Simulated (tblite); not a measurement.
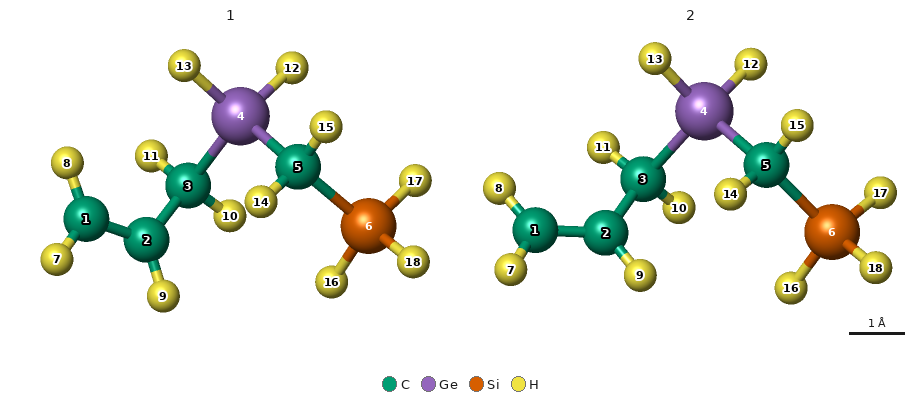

Two geometries of C4H12GeSi, drawn at one scale. One is the start of a relaxation, the other its converged end. Style: ball-and-stick. Shown at a tilt.

Level of theory: tblite, GFN2-xTB geometry optimisation, gas phase. 

> Which one is relaxed?

Structure 2 is the relaxed one. The atom that moves furthest after the best rigid fit is H8 (0.92 Å). By element the largest moves are H 0.92 Å, C 0.37 Å, Si 0.13 Å, Ge 0.12 Å. Some distances before and after: C3–Ge4 1.942 → 1.992 Å, Ge4–H12 1.556 → 1.513 Å, C1–C2 1.353 → 1.321 Å, C3–H10 1.119 → 1.091 Å. Among the angles between lasting bonds that change: C3–C2–H9 120.3° → 115.3°, Ge4–C5–Si6 109.2° → 113.6°, C1–C2–C3 120.7° → 124.8°. Groups turn about C2–C3 by about 35°. The energy falls by 18.9 kJ/mol in 111 geometry steps.
